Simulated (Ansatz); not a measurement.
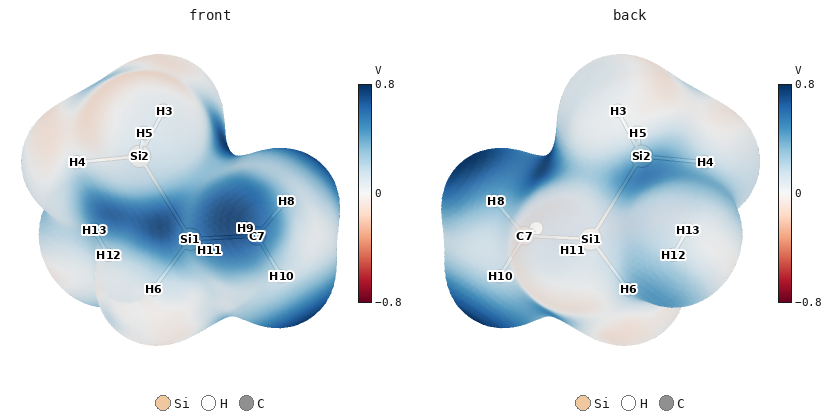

The picture shows: CH₈Si₂···H₂. The molecular electrostatic potential painted on the density surface at 0.002 e/bohr³, seen from the front and from behind; the colour scale runs from red (negative) to blue (positive).

Not at a stationary point (largest force 1.6 eV/Å).

Theory: Ansatz, RKS PBE/6-31G*.

```xyz
13

Si    0.0129    0.1616    0.1247
Si   -0.1199    0.0997    2.3791
H    -1.3983   -0.5463    2.8393
H     1.0154   -0.6186    3.0486
H    -0.1212    1.5028    2.9239
H     1.4529    0.2273   -0.3046
C    -0.9266    1.6696   -0.5538
H    -1.9969    1.6210   -0.2955
H    -0.5249    2.6095   -0.1421
H    -0.8504    1.7220   -1.6519
H    -0.5710   -1.0837   -0.4795
H     1.2001   -2.1600    0.6927
H     1.1937   -2.0026    1.3877
```

Question: Describe the electrostatic potential map.

Answer: The most negative region (about −0.1 V) lies over the H atoms, the most positive (about +0.8 V) over the H and Si atoms.
